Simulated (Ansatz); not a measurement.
The figure comes from a scan of MoTe₂ (space group P2_1/m): a phonon pattern at Γ is frozen into a 12-atom cell, Q being the largest atomic displacement. Method: LDA (plane waves to 420 eV, PAW, scalar-relativistic; Ansatz, a first-principles code). k mesh 6×11×3 (Γ-centred), Fermi-Dirac smearing 0.05 eV. With partly filled bands, energies and forces of such displacements shift with the k mesh and the smearing. MoTe2 is run without spin polarisation. MoTe2 was relaxed with its symmetry unable to fall. Spin-orbit coupling is left out, though Te is heavy. 

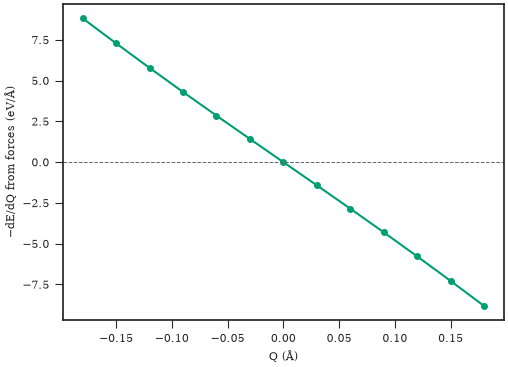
*−dE/dQ from forces (eV/Å) against Q (Å); markers are the computed points, lines only join them.*

Q: List the plotted points as numbers.

A: To the nearest 0.5:

```tsv
Q (Å)	−dE/dQ from forces (eV/Å)
-0.180	9.0
-0.150	7.5
-0.120	6.0
-0.090	4.5
-0.060	3.0
-0.030	1.5
0.000	0.0
0.030	-1.5
0.060	-3.0
0.090	-4.5
0.120	-6.0
0.150	-7.5
0.180	-9.0
```

(For displaced atoms, the force is minus the slope of the energy, and its curvature is a force constant, which sets phonon frequencies.)
